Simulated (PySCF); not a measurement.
# SiMe2H2 (C2H8Si): electronic structure

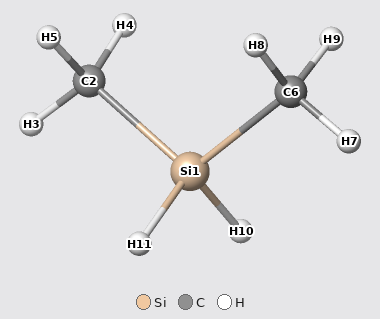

The molecule, with its atoms numbered as below. No frequency check shows the geometry to be a minimum.

Geometry (Å), atoms numbered from 1:

```
Si1     -0.0000    0.5717    0.0000
C2       1.5487   -0.5269   -0.0002
H3       2.4541    0.0719   -0.0254
H4       1.5685   -1.1868   -0.8633
H5       1.5929   -1.1499    0.8891
C6      -1.5487   -0.5269    0.0002
H7      -2.4541    0.0718    0.0254
H8      -1.5685   -1.1869    0.8633
H9      -1.5929   -1.1498   -0.8891
H10     -0.0018    1.4239   -1.1969
H11      0.0018    1.4239    1.1969
```

## 1. Bonding charge

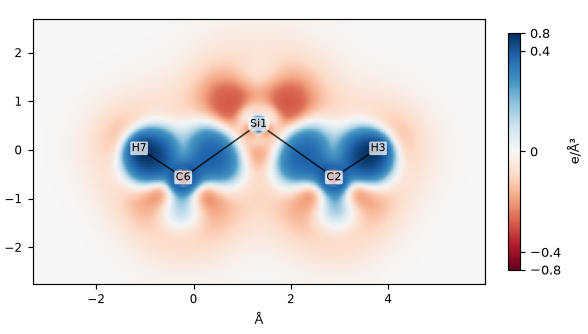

Deformation density (molecule less spherical, spin-averaged free atoms) in the plane of Si1, C2, H3, C6 and H7; colour scale in e/Å³, logarithmic beyond ±0.1; blue: gain, red: loss.

PySCF calculation, PBE0/cc-pVDZ, gas phase; geometry: GFN2-xTB.

> How much density has each bond in this plane gained at its critical point, relative to the free atoms?

C2–H3 and C6–H7: +0.62 e/Å³ at the bond critical point (bond length 1.09 Å, Mayer order 1.0). Si1–C6 and Si1–C2: +0.12 e/Å³ at the bond critical point (bond length 1.90 Å, Mayer order 1.1); up to 0.6 Å beside the axis the gain reaches +0.33 e/Å³. In all, 2.3 electrons gather in the regions of gain relative to the promolecule. A small or negative value marks a very polar bond, one between electron-rich atoms, whose free-atom densities already overlap strongly, a long bond to a heavier atom, or a closed-shell contact such as a hydrogen bond.

> Where do the Hirshfeld charges lie?

The highest Hirshfeld charge is on Si1 (+0.34 e), the lowest on C2 and C6 (−0.21 e).

```
atom  charge (e)
 Si1       +0.34
  C2       −0.21
  H3       +0.04
  H4       +0.04
  H5       +0.04
  C6       −0.21
  H7       +0.04
  H8       +0.04
  H9       +0.04
 H10       −0.09
 H11       −0.09
```

## 2. Local ionisation energy

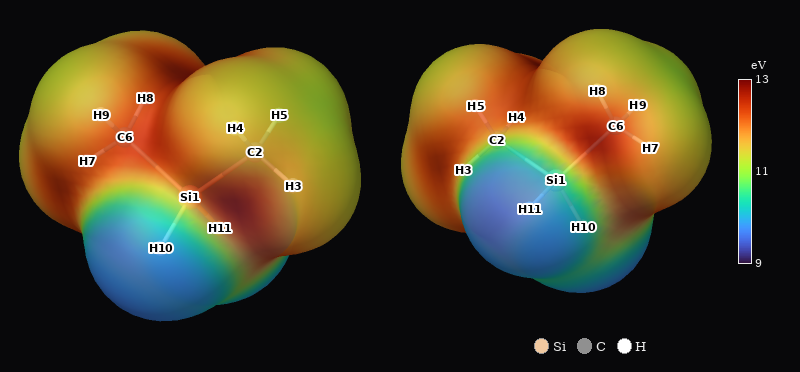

Average local ionisation energy on the surface of electron density 0.001 a.u. (back view left, front view right).

> Where are the most loosely bound electrons on this surface?

The lowest value is 9.7 eV, 1.4 Å from H11, and at like points elsewhere. Further minima include 11.0 eV, near H7 (1.81 Å), H9 (1.86 Å), H8 (1.86 Å) and C6 (1.94 Å), and at like points elsewhere. For comparison, the highest occupied orbital lies at −8.6 eV.

> What volume does the surface enclose, and what is the dipole moment?

About 106 Å³; the dipole moment is 0.7 D.

## 3. Localised orbitals

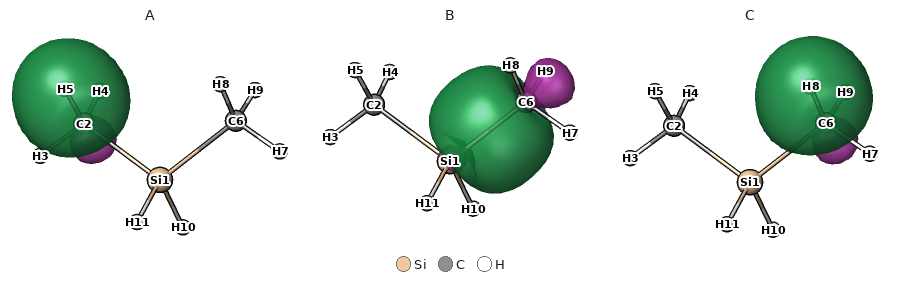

Foster–Boys orbitals, occupied; each surface holds about 85 % of the orbital's density. Energies are diagonal elements of the Fock matrix.

Level of theory: ωB97X/def2-SVPD (PySCF), at a geometry from GFN2-xTB.

> Name the orbitals, with their atomic make-up and energies.

By panel:
- A: σ bond C2–H5 (C2 55 %, H5 44 %; −16.0 eV)
- B: σ bond C6–Si1 (C6 62 %, Si1 38 %; −14.3 eV)
- C: σ bond C6–H8 (C6 55 %, H8 44 %; −16.0 eV)

> How do all the valence pairs divide up?

10 pairs: 10 σ bonds.

The PySCF runs shown took 6.6 s and 12 s on 1 thread of Arm Neoverse V2, on a shared host.
